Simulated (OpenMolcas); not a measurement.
Excited-state calculation of B2Cl4 (part 2 of 3)

The same run, continued: B2Cl4 (13701-67-2), SMILES ClB(Cl)B(Cl)Cl; CASSCF/ANO-XS-VDZ, DKH2 (OpenMolcas 26.06). The geometry comes from this level: PBE0-D4/def2-TZVP.

Geometry of the input (Å):
```
Cl -1.1236  -1.9729  -0.2367
B  -0.1931  -0.6777  0.4612
Cl 0.3371  -0.7887  2.1157
B  0.1930  0.6778  -0.4611
Cl 1.6652  0.7119  -1.3897
Cl -0.8785  2.0495  -0.4894
```

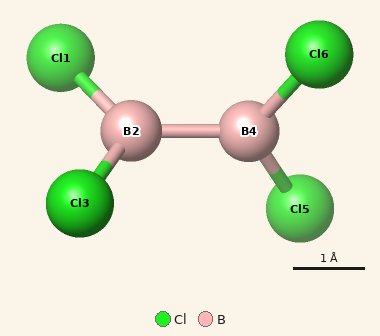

The structure as given in the input (ball-and-stick view, seen on its broad side; atoms are numbered from 1 in the order of the input).

### Output, continued
```
::    RASSCF root number  1 Total energy:  -1892.97168141
::    RASSCF root number  2 Total energy:  -1892.74228455
::    RASSCF root number  3 Total energy:  -1892.73570317
::    RASSCF root number  4 Total energy:  -1892.72325719
::    RASSCF root number  5 Total energy:  -1892.71437022
::    RASSCF root number  6 Total energy:  -1892.66742418
      Von Neumann Entropy (Root   1) =  0.08613

      Mulliken population analysis for root number:  1
      -----------------------------------------------

++    Molecular charges:
      ------------------

      Mulliken charges per centre
      ---------------------------

                CL1     B2      CL3     B4      CL5     CL6
      Total   17.2190  4.5714 17.2189  4.5864 17.2022 17.2021

      N-E     -0.2190  0.4286 -0.2189  0.4136 -0.2022 -0.2021

      Total electronic charge=   78.000000

      Total            charge=   -0.000000
--

      Expectation values of various properties for root number:  1
      -----------------------------------------------------------

++    Molecular properties:
      ---------------------

      Charge (e):
                      =   -0.0000
      Dipole Moment (debye):
      Origin of the operator (angstrom)=    0.0000   -0.0000   -0.0000
                   X=  4.3348E-02               Y=  1.5362E-01               Z= -1.0328E-01           Total=  1.9012E-01
      Quadrupole Moment (debye*angstrom):
      Origin of the operator (angstrom)=    0.0000   -0.0000   -0.0000
                  XX= -6.6005E+01              XY= -1.1030E+00              XZ=  7.1376E-01              YY= -6.9508E+01
                  YZ=  2.5915E+00              ZZ= -6.7477E+01
      In traceless form (debye*angstrom)
                  XX=  2.4869E+00              XY= -1.6546E+00              XZ=  1.0706E+00              YY= -2.7667E+00
                  YZ=  3.8873E+00              ZZ=  2.7981E-01
--

      LoProp population analysis for root number:  1
      -----------------------------------------------

++    LoProp analysis:
      ----------------

++    Static properties:
      ------------------

      LoProp Charges per center

                   CL1      B2       CL3      B4       CL5      CL6
      Nuclear     17.0000   5.0000  17.0000   5.0000  17.0000  17.0000
      Electronic -17.1244  -4.7504 -17.1244  -4.7758 -17.1125 -17.1125

      Total       -0.1244   0.2496  -0.1244   0.2242  -0.1125  -0.1125
--

      Natural Bond Order analysis for root number:  1

++    Natural Bond Order analysis
      ---------------------------
      Based on LoProp computed density
      -------------------------------------------------------------------------------------
      Atom A       Atom B       Bond Order
        B2           B4             0.790
      -------------------------------------------------------------------------------------
      NBO located      1.580 electrons involved in    1 bonds.
      NBO located      1.001 non-bonded electrons on atom CL1
      NBO located      1.001 non-bonded electrons on atom CL1
      NBO located      1.000 non-bonded electrons on atom CL1
      NBO located      1.000 non-bonded electrons on atom CL1
      NBO located      1.000 non-bonded electrons on atom CL1
      NBO located      0.991 non-bonded electrons on atom B2
      NBO located      0.972 non-bonded electrons on atom CL3
      NBO located      1.001 non-bonded electrons on atom CL3
      NBO located      1.001 non-bonded electrons on atom CL3
      NBO located      1.000 non-bonded electrons on atom CL3
      NBO located      1.000 non-bonded electrons on atom CL3
      NBO located      1.000 non-bonded electrons on atom CL3
      NBO located      0.991 non-bonded electrons on atom B4
      NBO located      0.973 non-bonded electrons on atom CL5
      NBO located      1.001 non-bonded electrons on atom CL5
      NBO located      1.001 non-bonded electrons on atom CL5
      NBO located      1.000 non-bonded electrons on atom CL5
      NBO located      1.000 non-bonded electrons on atom CL5
      NBO located      1.000 non-bonded electrons on atom CL5
      NBO located      0.969 non-bonded electrons on atom CL6
      NBO located      1.001 non-bonded electrons on atom CL6
      NBO located      1.001 non-bonded electrons on atom CL6
      NBO located      1.000 non-bonded electrons on atom CL6
      NBO located      1.000 non-bonded electrons on atom CL6
      NBO located      1.000 non-bonded electrons on atom CL6
      The remaining   13.900 electrons are to be considered as diffuse
--

--

      Von Neumann Entropy (Root   2) =  1.07055

      Mulliken population analysis for root number:  2
      -----------------------------------------------

++    Molecular charges:
      ------------------

      Mulliken charges per centre
      ---------------------------

                CL1     B2      CL3     B4      CL5     CL6
      Total   17.0741  5.0864 17.0745  4.5979 17.0836 17.0836

      N-E     -0.0741 -0.0864 -0.0745  0.4021 -0.0836 -0.0836

      Total electronic charge=   78.000000

      Total            charge=   -0.000000
--

      Expectation values of various properties for root number:  2
      -----------------------------------------------------------

++    Molecular properties:
      ---------------------

      Charge (e):
                      =   -0.0000
      Dipole Moment (debye):
      Origin of the operator (angstrom)=    0.0000   -0.0000   -0.0000
                   X=  5.4327E-01               Y=  1.9109E+00               Z= -1.3033E+00           Total=  2.3760E+00
      Quadrupole Moment (debye*angstrom):
      Origin of the operator (angstrom)=    0.0000   -0.0000   -0.0000
                  XX= -6.5338E+01              XY=  7.5311E-01              XZ=  8.4434E-01              YY= -6.4771E+01
                  YZ=  2.3678E-01              ZZ= -6.4028E+01
      In traceless form (debye*angstrom)
                  XX= -9.3826E-01              XY=  1.1297E+00              XZ=  1.2665E+00              YY= -8.8415E-02
                  YZ=  3.5517E-01              ZZ=  1.0267E+00
--

      LoProp population analysis for root number:  2
      -----------------------------------------------

++    LoProp analysis:
      ----------------

++    Static properties:
      ------------------

      LoProp Charges per center

                   CL1      B2       CL3      B4       CL5      CL6
      Nuclear     17.0000   5.0000  17.0000   5.0000  17.0000  17.0000
      Electronic -16.9832  -5.2941 -16.9837  -4.7530 -16.9930 -16.9930

      Total        0.0168  -0.2941   0.0163   0.2470   0.0070   0.0070
--

      Natural Bond Order analysis for root number:  2

++    Natural Bond Order analysis
      ---------------------------
      Based on LoProp computed density
      -------------------------------------------------------------------------------------
      Atom A       Atom B       Bond Order
      -------------------------------------------------------------------------------------
      NBO located      0.955 non-bonded electrons on atom CL1
      NBO located      1.001 non-bonded electrons on atom CL1
      NBO located      1.001 non-bonded electrons on atom CL1
      NBO located      1.000 non-bonded electrons on atom CL1
      NBO located      1.000 non-bonded electrons on atom CL1
      NBO located      1.000 non-bonded electrons on atom CL1
      NBO located      1.000 non-bonded electrons on atom B2
      NBO located      1.015 non-bonded electrons on atom CL3
      NBO located      1.001 non-bonded electrons on atom CL3
      NBO located      1.000 non-bonded electrons on atom CL3
      NBO located      1.000 non-bonded electrons on atom CL3
      NBO located      1.000 non-bonded electrons on atom CL3
      NBO located      1.000 non-bonded electrons on atom CL3
      NBO located      1.001 non-bonded electrons on atom B4
      NBO located      0.941 non-bonded electrons on atom CL5
      NBO located      1.000 non-bonded electrons on atom CL5
      NBO located      1.000 non-bonded electrons on atom CL5
      NBO located      1.000 non-bonded electrons on atom CL5
      NBO located      1.000 non-bonded electrons on atom CL5
      NBO located      1.000 non-bonded electrons on atom CL5
      NBO located      0.956 non-bonded electrons on atom CL6
      NBO located      1.000 non-bonded electrons on atom CL6
      NBO located      1.000 non-bonded electrons on atom CL6
      NBO located      1.000 non-bonded electrons on atom CL6
      NBO located      1.000 non-bonded electrons on atom CL6
      NBO located      1.000 non-bonded electrons on atom CL6
      The remaining   14.266 electrons are to be considered as diffuse
--

--

      Von Neumann Entropy (Root   3) =  1.05901

      Mulliken population analysis for root number:  3
      -----------------------------------------------

++    Molecular charges:
      ------------------

      Mulliken charges per centre
      ---------------------------

                CL1     B2      CL3     B4      CL5     CL6
      Total   17.0516  4.6198 17.0515  5.0450 17.1160 17.1161

      N-E     -0.0516  0.3802 -0.0515 -0.0450 -0.1160 -0.1161

      Total electronic charge=   78.000000

      Total            charge=   -0.000000
--

      Expectation values of various properties for root number:  3
      -----------------------------------------------------------

++    Molecular properties:
      ---------------------

      Charge (e):
                      =   -0.0000
      Dipole Moment (debye):
      Origin of the operator (angstrom)=    0.0000   -0.0000   -0.0000
                   X= -8.2657E-01               Y= -2.9028E+00               Z=  1.9754E+00           Total=  3.6072E+00
      Quadrupole Moment (debye*angstrom):
      Origin of the operator (angstrom)=    0.0000   -0.0000   -0.0000
                  XX= -6.4827E+01              XY= -1.7866E-01              XZ= -1.8081E-01              YY= -6.4984E+01
                  YZ= -8.4046E-03              ZZ= -6.5114E+01
      In traceless form (debye*angstrom)
                  XX=  2.2173E-01              XY= -2.6799E-01              XZ= -2.7121E-01              YY= -1.3181E-02
                  YZ= -1.2607E-02              ZZ= -2.0855E-01
--

      LoProp population analysis for root number:  3
      -----------------------------------------------

++    LoProp analysis:
      ----------------

++    Static properties:
      ------------------

      LoProp Charges per center

                   CL1      B2       CL3      B4       CL5      CL6
      Nuclear     17.0000   5.0000  17.0000   5.0000  17.0000  17.0000
      Electronic -16.9560  -4.7520 -16.9560  -5.2727 -17.0316 -17.0317

      Total        0.0440   0.2480   0.0440  -0.2727  -0.0316  -0.0317
--

      Natural Bond Order analysis for root number:  3

++    Natural Bond Order analysis
      ---------------------------
      Based on LoProp computed density
      -------------------------------------------------------------------------------------
      Atom A       Atom B       Bond Order
      -------------------------------------------------------------------------------------
      NBO located      0.968 non-bonded electrons on atom CL1
      NBO located      1.001 non-bonded electrons on atom CL1
      NBO located      1.001 non-bonded electrons on atom CL1
      NBO located      1.000 non-bonded electrons on atom CL1
      NBO located      1.000 non-bonded electrons on atom CL1
      NBO located      1.000 non-bonded electrons on atom CL1
      NBO located      1.002 non-bonded electrons on atom B2
      NBO located      0.919 non-bonded electrons on atom CL3
      NBO located      1.007 non-bonded electrons on atom CL3
      NBO located      1.001 non-bonded electrons on atom CL3
      NBO located      1.001 non-bonded electrons on atom CL3
      NBO located      1.000 non-bonded electrons on atom CL3
      NBO located      1.000 non-bonded electrons on atom CL3
      NBO located      1.000 non-bonded electrons on atom CL3
      NBO located      0.999 non-bonded electrons on atom B4
      NBO located      0.941 non-bonded electrons on atom CL5
      NBO located      1.001 non-bonded electrons on atom CL5
      NBO located      1.001 non-bonded electrons on atom CL5
      NBO located      1.000 non-bonded electrons on atom CL5
      NBO located      1.000 non-bonded electrons on atom CL5
      NBO located      1.000 non-bonded electrons on atom CL5
      NBO located      0.933 non-bonded electrons on atom CL6
      NBO located      1.001 non-bonded electrons on atom CL6
      NBO located      1.001 non-bonded electrons on atom CL6
      NBO located      1.000 non-bonded electrons on atom CL6
      NBO located      1.000 non-bonded electrons on atom CL6
      NBO located      1.000 non-bonded electrons on atom CL6
      The remaining   13.343 electrons are to be considered as diffuse
--

--

      Von Neumann Entropy (Root   4) =  1.11244

      Mulliken population analysis for root number:  4
      -----------------------------------------------

++    Molecular charges:
      ------------------

      Mulliken charges per centre
      ---------------------------

                CL1     B2      CL3     B4      CL5     CL6
      Total   16.7843  5.3028 16.7842  4.7166 17.2061 17.2060

      N-E      0.2157 -0.3028  0.2158  0.2834 -0.2061 -0.2060

      Total electronic charge=   78.000000

      Total            charge=   -0.000000
--

      Expectation values of various properties for root number:  4
      -----------------------------------------------------------

++    Molecular properties:
      ---------------------

      Charge (e):
                      =   -0.0000
      Dipole Moment (debye):
      Origin of the operator (angstrom)=    0.0000   -0.0000   -0.0000
                   X= -9.3492E-01               Y= -3.2834E+00               Z=  2.2345E+00           Total=  4.0802E+00
      Quadrupole Moment (debye*angstrom):
      Origin of the operator (angstrom)=    0.0000   -0.0000   -0.0000
                  XX= -6.5303E+01              XY=  3.7815E+00              XZ=  4.4301E+00              YY= -6.2677E+01
                  YZ=  1.4790E+00              ZZ= -5.8578E+01
      In traceless form (debye*angstrom)
                  XX= -4.6752E+00              XY=  5.6723E+00              XZ=  6.6452E+00              YY= -7.3723E-01
                  YZ=  2.2185E+00              ZZ=  5.4124E+00
--

      LoProp population analysis for root number:  4
      -----------------------------------------------

++    LoProp analysis:
      ----------------

++    Static properties:
      ------------------

      LoProp Charges per center

                   CL1      B2       CL3      B4       CL5      CL6
      Nuclear     17.0000   5.0000  17.0000   5.0000  17.0000  17.0000
      Electronic -16.7020  -5.4813 -16.7019  -4.8573 -17.1288 -17.1287

      Total        0.2980  -0.4813   0.2981   0.1427  -0.1288  -0.1287
--

      Natural Bond Order analysis for root number:  4
```
